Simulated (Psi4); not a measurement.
# CCl2F (dichlorofluoromethyl radical) at UOMP2/def2-SVPD (density fitting for correlation)

Aim: the vertical ionisation energy of CCl2F (dichlorofluoromethyl radical) at UOMP2/def2-SVPD (density fitting for correlation), from 2 runs. 

The results are computed with Psi4 1.11.

1 further run of the same task is left out (it didn't finish).

### Step 1. The structure to begin with

The species is CCl2F (4 atoms), meant as a doublet with charge 0. As SMILES, `F[C](Cl)Cl`. Geometry: relaxed at PBE0-D4/def2-TZVP.

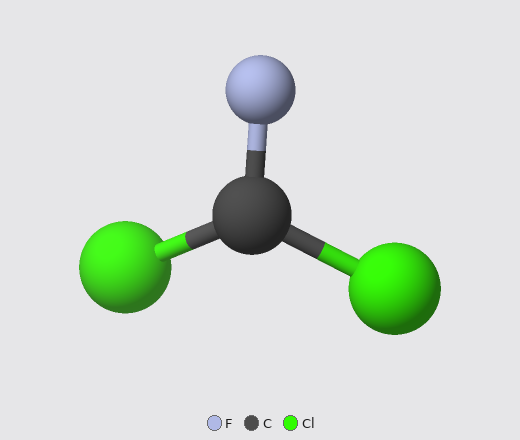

Viewed from a chosen angle; fluorine light blue, carbon dark grey, chlorine green.

### Step 2. A single-point energy at UOMP2/def2-SVPD (density fitting for correlation)

run.py

```python
import psi4

psi4.set_memory('1600 MB')
psi4.set_num_threads(1)
psi4.set_output_file('psi4.out', False)

m = psi4.geometry("""
0 2
F      1.205900    -0.078500     0.647400
C     -0.037200     0.107600     0.242900
Cl    -0.933800    -1.339900     0.108000
Cl    -0.179400     1.250500    -1.018500
units angstrom
symmetry c1
no_reorient
no_com
""")

psi4.set_options({
    'basis': 'def2-SVPD',
    'reference': 'uhf',
    'puream': True,
    'e_convergence': 1e-09,
    'd_convergence': 1e-08,
    'scf_type': 'pk',
    'num_frozen_docc': 12,
    'maxiter': 200,
})

E = psi4.energy("omp2")
print(f'total energy {E:.8f} hartree = {E * 27.211386:.5f} eV')
```

The run is started by

```
python run.py
```

psi4.out:

```text
[...]
  Running in c1 symmetry.
[...]
  Nuclear repulsion =  200.857217584245518
[...]
  Multiplicity = 2
[...]
  Nalpha       = 25
  Nbeta        = 24
[...]
    Number of basis functions: 97
[...]
   @UHF iter   1: -1055.77645830603774   -7.00976e-02   3.90272e-03 DIIS/ADIIS
[...]
   @UHF iter  15: -1055.85711656543231   -2.50111e-12   5.03388e-09 DIIS
[...]
   @S^2 Observed:                7.619331908E-01
[...]
    Orbital Energies [Eh]
    ---------------------
    Alpha Occupied:
       1A   -104.853155     2A   -104.853120     3A    -26.365061
       4A    -11.465887     5A    -10.613508     6A    -10.613491
       7A     -8.088761     8A     -8.088747     9A     -8.085494
      10A     -8.085482    11A     -8.084654    12A     -8.084642
      13A     -1.675904    14A     -1.231597    15A     -1.147986
      16A     -0.909567    17A     -0.785946    18A     -0.768675
      19A     -0.745849    20A     -0.604221    21A     -0.593224
      22A     -0.523610    23A     -0.505422    24A     -0.480765
      25A     -0.403771
    Alpha Virtual:
[...]
  @UHF Final Energy: -1055.85711656543231
   => Energetics <=
    Nuclear Repulsion Energy =            200.8572175842455181
    One-Electron Energy =               -1858.8278799135034660
    Two-Electron Energy =                 602.1135457638256412
    Total Energy =                      -1055.8571165654323067
  UHF NO Occupations:
  HONO-2 :   23  A 1.9983750
  HONO-1 :   24  A 1.9977322
[...]
 Multipole Moments:
 ------------------------------------------------------------------------------------
     Multipole            Electronic (a.u.)      Nuclear  (a.u.)        Total (a.u.)
 ------------------------------------------------------------------------------------
 L = 1.  Multiply by 2.5417464519 to convert [e a0] to [Debye]
 Dipole X            :         15.4694286          -15.6743333           -0.2049047
 Dipole Y            :          3.0233941           -2.9870901            0.0363040
 Dipole Z            :         15.4319019          -15.4853607           -0.0534588
 Magnitude           :                                                    0.2148529
[...]
	Warning: cc_lambda option is changed to TRUE
	For this residual convergence, default PCG convergence is:     1.00e-07
[...]
	DF-SCS-MP2 Total Energy (a.u.)     : -1056.42895062702860
	DF-SOS-MP2 Total Energy (a.u.)     : -1056.41650476980567
[...]
	DF-SCS-OMP2 Total Energy (a.u.)    : -1056.43778558636359
	DF-SOS-OMP2 Total Energy (a.u.)    : -1056.37955584131237
	DF-SCS(N)-OMP2 Total Energy (a.u.) : -1056.15207063804110
[...]
	DF-OMP2 Total Energy (a.u.)        : -1056.46508870032289
[...]
```

Standard output:

```text
total energy -1056.46508870 hartree = -28747.87932 eV
```

Wall time 40 s (1 thread of Intel Xeon 6975P-C (Granite Rapids), shared host); peak memory 0.35 GiB.

### Step 3. The singlet cation

job.json

```json
{
 "schema_name": "qcschema_input",
 "schema_version": 1,
 "molecule": {
  "schema_name": "qcschema_molecule",
  "schema_version": 2,
  "symbols": ["F", "C", "Cl", "Cl"],
  "geometry": [2.27882073, -0.1483435, 1.22340869, -0.07029781, 0.20333453, 0.45901448, -1.76462626, -2.53204403, 0.20409042, -0.33901687, 2.36310252, -1.92468606],
  "molecular_charge": 1,
  "molecular_multiplicity": 1,
  "fix_symmetry": "c1",
  "fix_com": true,
  "fix_orientation": true
 },
 "driver": "energy",
 "model": {
  "method": "omp2",
  "basis": "def2-SVPD"
 },
 "keywords": {
  "reference": "rhf",
  "puream": true,
  "e_convergence": 1e-09,
  "d_convergence": 1e-08,
  "scf_type": "pk",
  "num_frozen_docc": 12
 }
}
```

The run is started by

```
psi4 --qcschema job.json -n 1 --memory 1600MB
```

stdout:

```text
[...]
  Running in c1 symmetry.
[...]
  Nuclear repulsion =  200.857217714666945
[...]
  Multiplicity = 1
[...]
  Nalpha       = 24
  Nbeta        = 24
[...]
    Number of basis functions: 97
[...]
   @RHF iter   1: -1055.31075791346052    3.95603e-01   6.03472e-03 DIIS/ADIIS
[...]
   @RHF iter  13: -1055.50414549859147   -6.36646e-12   7.78340e-09 DIIS
[...]
    Orbital Energies [Eh]
    ---------------------
    Doubly Occupied:
       1A   -105.135540     2A   -105.135504     3A    -26.653622
       4A    -11.825611     5A    -10.892437     6A    -10.892413
       7A     -8.367332     8A     -8.367313     9A     -8.363229
      10A     -8.363215    11A     -8.362410    12A     -8.362396
      13A     -1.949181    14A     -1.495531    15A     -1.412385
      16A     -1.161636    17A     -1.039672    18A     -1.015181
      19A     -1.002186    20A     -0.868551    21A     -0.804877
      22A     -0.776903    23A     -0.741106    24A     -0.730986
[...]
  @RHF Final Energy: -1055.50414549859147
   => Energetics <=
    Nuclear Repulsion Energy =            200.8572177146669446
    One-Electron Energy =               -1845.2842942207207670
    Two-Electron Energy =                 588.9229310074623527
    Total Energy =                      -1055.5041454985912424
[...]
 Multipole Moments:
 ------------------------------------------------------------------------------------
     Multipole            Electronic (a.u.)      Nuclear  (a.u.)        Total (a.u.)
 ------------------------------------------------------------------------------------
 L = 1.  Multiply by 2.5417464519 to convert [e a0] to [Debye]
 Dipole X            :         14.9948094          -15.6743335           -0.6795241
 Dipole Y            :          3.0492064           -2.9870900            0.0621164
 Dipole Z            :         15.2118475          -15.4853608           -0.2735132
 Magnitude           :                                                    0.7351333
[...]
	Warning: cc_lambda option is changed to TRUE
	For this residual convergence, default PCG convergence is:     1.00e-07
[...]
	DF-MP2 Total Energy (a.u.)         : -1056.11980805904614
[...]
	DF-MP2 Total Energy (a.u.)         : -1056.13738108973962
[...]
	DF-OMP2 Total Energy (a.u.)        : -1056.13738108973143
[...]
```

The result, in JSON:

```text
{
 "driver": "energy",
 "model": {
  "method": "omp2",
  "basis": "def2-SVPD"
 },
 "success": true,
 "return_result": -1056.1373810897314,
 "properties": {
  "calcinfo_nbasis": 97,
  "calcinfo_nmo": 97,
  "calcinfo_nalpha": 24,
  "calcinfo_nbeta": 24,
  "calcinfo_natom": 4,
  "nuclear_repulsion_energy": 200.85721771466694,
  "return_energy": -1056.1373810897314,
  "scf_one_electron_energy": -1845.2842942207208,
  "scf_two_electron_energy": 588.9229310074624,
  "scf_dipole_moment": [-0.6795241250457273, 0.06211644317314535, -0.27351324993895787],
  "scf_total_energy": -1055.5041454985915,
  "scf_iterations": 13,
  "mp2_singles_energy": 0.0,
  "mp2_doubles_energy": -0.6156625604546617,
  "mp2_correlation_energy": -0.6156625604546662,
  "mp2_total_energy": -1056.1198080590461
 }
}
```

It took 16 s on 1 thread of Intel Xeon 6975P-C (Granite Rapids), shared host; peak memory 0.35 GiB.

### Step 4. Summary of results

Level: UOMP2/def2-SVPD (density fitting for correlation), 12 core orbitals frozen.

```
                                                                 quantity           value
                                              doublet CCl2F: total energy  -1056.46509 Eh
doublet CCl2F: HOMO energy (Hartree–Fock orbitals) (highest over α and β)       -10.99 eV
 doublet CCl2F: LUMO energy (Hartree–Fock orbitals) (lowest over α and β)         1.95 eV
              doublet CCl2F: correlation energy (12 core orbitals frozen)      -608.0 mEh
                         doublet CCl2F: ⟨S²⟩ of the reference determinant           0.762
                                             singlet cation: total energy  -1056.13738 Eh
                      singlet cation: HOMO energy (Hartree–Fock orbitals)       -19.89 eV
                      singlet cation: LUMO energy (Hartree–Fock orbitals)        -7.83 eV
                    singlet cation: HOMO–LUMO gap (Hartree–Fock orbitals)        12.06 eV
             singlet cation: correlation energy (12 core orbitals frozen)      -633.2 mEh
                       vertical ionisation energy (to the singlet cation)        8.917 eV
```

The vertical ionisation energy comes to 8.92 eV (860 kJ/mol). Only the singlet of the ionised species was computed; a triplet could lie lower.
